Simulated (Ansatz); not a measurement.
# Screening in Ga2S3 (Cc), part 2 of 2

How strongly does Ga2S3 (Cc) screen? Routes: perturbation theory, a sum over states and the RPA step of G0W0.

Ansatz 0.2.0; linear response on LDA, plane waves, PAW. Known limits of the many-body steps: not at the basis limit; no spin-orbit coupling; coarse k mesh.

So far. Step 2 (Response to a homogeneous field): One over ε∞ averages 0.16, under the quarter of exact exchange in PBE0, which by this rule of thumb may open the gap too far. Step 3 (Independent-particle spectrum): The sum gives ε∞ = 7.11, 7.19 and 7.23 without local fields.

## 3. Independent-particle spectrum (continued)

Level of this step: independent-particle optics on LDA, plane waves, PAW; PAW set soft_1 (Ansatz).

Independent particles, no local fields, Gaussian width 0.2 eV. Table of loss function by photon energy; read off at these points:

```tsv
photon energy (eV)	xx	yy	zz
1.0	0	0	0
2.0	0.00260	8.7e-4	0.00945
3.0	0.0176	0.0195	0.0156
4.0	0.0468	0.0415	0.0327
5.0	0.0733	0.0776	0.0647
6.0	0.0834	0.0923	0.104
7.0	0.112	0.120	0.113
8.0	0.149	0.149	0.151
9.0	0.211	0.190	0.200
10.0	0.210	0.217	0.230
11.0	0.247	0.266	0.244
12.0	0.315	0.314	0.310
13.0	0.428	0.434	0.495
14.0	0.701	0.657	0.746
15.0	1.05	1.04	1.05
16.0	1.63	1.70	1.53
17.0	2.72	2.80	2.70
18.0	2.93	2.89	3.18
18.4	3.49	3.64	4.02
19.0	2.71	2.76	2.72
20.0	2.59	2.60	2.50
21.0	2.05	1.98	1.78
22.0	1.31	1.31	1.38
23.0	0.747	0.712	0.748
24.0	0.516	0.530	0.532
25.0	0.381	0.389	0.363
```

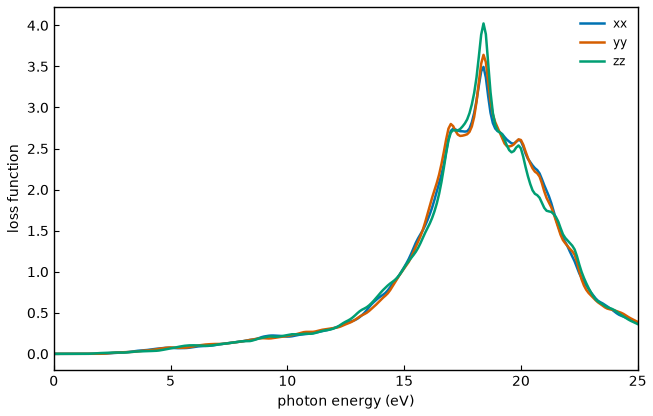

Loss function against photon energy.

## 4. RPA screening from the G0W0 run

Now the one-shot GW correction: screening in the RPA, then the self-energy of the levels asked for. This step takes PAW set soft_1 files.

This step: G0W0 on LDA, plane waves, PAW; PAW set soft_1.

input.yaml

```yaml
crystal:
  lattice:
    - [5.5535, -3.1975, 0.0]
    - [5.5535, 3.1975, 0.0]
    - [-3.6339226554, 0.0, 6.0074160114]
  atoms:
    - { symbol: Ga, position: [0.63979, 0.44447, 0.12512] }
    - { symbol: Ga, position: [0.44447, 0.63979, 0.62512] }
    - { symbol: Ga, position: [0.2682, 0.13232, 0.11559] }
    - { symbol: Ga, position: [0.13232, 0.2682, 0.61559] }
    - { symbol: S, position: [0.9089, 0.0811, 0.9838] }
    - { symbol: S, position: [0.0811, 0.9089, 0.4838] }
    - { symbol: S, position: [0.4303, 0.2453, 0.4999] }
    - { symbol: S, position: [0.2453, 0.4303, 0.9999] }
    - { symbol: S, position: [0.5901, 0.7581, 0.0084] }
    - { symbol: S, position: [0.7581, 0.5901, 0.5084] }
kpoints:
  mp_grid: { grid: [4, 4, 2] }
hamiltonian:
  xc: lda
  pseudopotentials: { kind: paw, azcp: { folder: soft_1 }, xc_functional: pbe }
scf:
  occupations: { method: fixed }
gw:
  n_empty_bands: 1073
  ecut_chi: 170.0
  qp_bands: [v3, c3]
  qp_kpoints: band_edges
  screening: { model: contour_deformation }
```

Started as:

```console
$ ansatz run input.yaml --threads 3 --pin off --max-ram 92160MiB --backend cuda --events-out ev --progress --plain --runs-dir out --devices 1 --max-vram 13GiB
```

Numbers of over 12 decimals in the logs are rounded to 6 here.

What it wrote:

```text
GPUs: using 1 of 1 available (devices: 1).
[...]
GPU FFT provider: cuFFT
GPU libraries: cuBLAS 13.8.2, cuFFT 12.4.0, cuSOLVER 12.3.4
Crystal: 10 atoms, lattice volume = 213.351 Å³
Basis set: ecut = 420 eV, 4167 PW (Γ)
Bands: 54, of which v1, the nominal top of the filled ones, is band 44 counted from 1 (43 counted from 0)
Symmetry: 2 space group operations
[...]
k-points: 14 of 32 (time reversal used)
[...]
1    43      4.9011   -18.4663     2.1317   -15.5593  0.7428     4.1133     4.1259  root
[...]
13    44      4.9177   -18.2554     2.1989   -15.2698  0.7407     4.1176     4.1310  root
    13    45      7.8989    -9.4072    -4.1065   -14.1254  0.7841     8.5158     8.5106  root
    13    46      7.8989    -9.4072    -4.1065   -14.1254  0.7841     8.5158     8.5106  root
    13    47      8.7146    -9.7249    -4.4044   -14.8036  0.7738     9.3964     9.3889  root
[key lines of the parts left out:]
SCF converged after 9 iterations
Free energy (F): -20051.785229 eV
Fermi energy:    5.509725 eV
```

Elapsed: 3.3 min, on 1 × NVIDIA H100 80GB HBM3 (shared by 6 runs) with 3 threads of AMD EPYC 7R13 (Zen 3), shared host; peak memory 4.7 GiB.

Numbers from this step:

* bands summed: 1117
* RPA ε∞ on this mesh (eigenvalues): 6.004, 6.148, 6.659
* plane waves in the screening matrix: 1083
* G0W0 gap on the mesh: 3.041 eV
* k of the valence top: 0, 0, 0
* k of the conduction bottom: 0, 0, 0
* starting gap on the mesh: 1.665 eV
* least direct G0W0 gap on the computed points: 3.041 eV

The gap on the mesh goes from 1.66 eV to 3.04 eV, a correction of +1.38 eV. Between the two edge states, bare exchange in place of the xc potential would open the gap by 7.47 eV, and correlation takes back 6.09 eV.

Mean over the mesh in bins of 0.25 1/Å. The static inverse dielectric function, diagonal by length of q+G:

```tsv
length of q+G (Å⁻¹)	static inverse dielectric function, diagonal
0.31	0.192
0.76	0.294
1.01	0.362
1.50	0.498
1.76	0.568
2.26	0.685
2.50	0.731
3.00	0.804
3.25	0.833
3.76	0.881
4.01	0.901
4.50	0.933
4.75	0.944
5.25	0.962
5.50	0.969
6.00	0.980
6.25	0.984
6.65	0.989
```

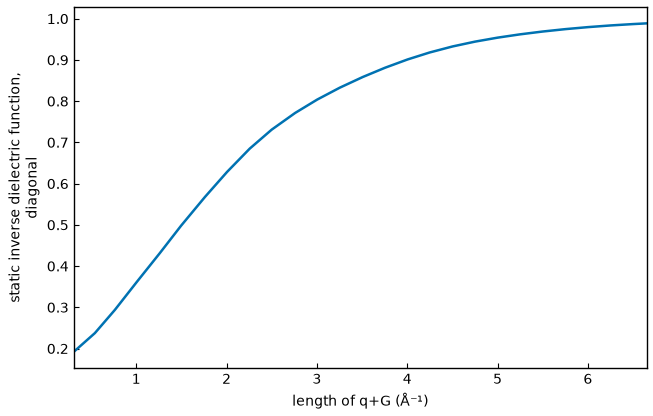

Static inverse dielectric function, diagonal against length of q+G.

## 5. The values together

Times are wall times on 1 × NVIDIA H100 80GB HBM3 (shared by 6 runs) with 3 threads of AMD EPYC 7R13 (Zen 3), shared host, good to a factor of about two.

```tsv
method	mesh	ε∞, low	middle	high	mean	time
perturbation theory (local fields and xc kernel)	4×4×4 (response on 216 points)	6.18	6.33	6.52	6.34	74 s
sum over states (no local fields)	4×4×4	7.11	7.19	7.23	7.18	60 s
RPA with local fields, on the GW mesh	4×4×2	6.00	6.15	6.66	6.27	3.3 min
```

## 6. Results

| Property | Result |
| --- | --- |
| perturbation theory (local fields and xc kernel) | 6.18, 6.33, 6.52 |
| sum over states (no local fields) | 7.11, 7.19, 7.23 |
| RPA with local fields, on the GW mesh | 6.00, 6.15, 6.66 |

**Reading.** Mean Born effective charge: Ga1 2.60, Ga3 2.62, S5 -1.59, S7 -1.79, S9 -1.83 e. The ε₂ (xx) has its highest peak at 5.8 eV. The loss function (xx) has its highest peak at 18.4 eV. The sum without local fields gives 7.18 in the mean against 6.34 by perturbation theory; local fields lower ε∞ and the xc kernel gives part of it back, though the sum also carries the error of its own mesh. The RPA values on the 4×4×2 mesh average 0.99 times those of perturbation theory (means 6.27 and 6.34). Without the xc kernel RPA should lie a little lower, and the mean does, by little. LDA usually puts the gap too low, which tends to raise ε∞. Ions are clamped, so the lattice part of the static constant is not in these numbers.

[Paths, hosts, dates, memory and timing lines, banners, echoed tables and standing remarks are left out of the program output.]

[Logs are printed without paths, hosts, clocks, repeated set-up lines and the standing remarks that a program may print on its own settings, such as how far it seeks lower states.]

[Runs of the session that timed out or met a known fault of the program may be left out.]

[Cells called generated may have been cut or substituted from an entry of the Crystallography Open Database or the Materials Project.]

[Hosts, paths, dates, database ids (printed as entryN), source tags and the programs' standing remarks are cut or masked in the printed files.]
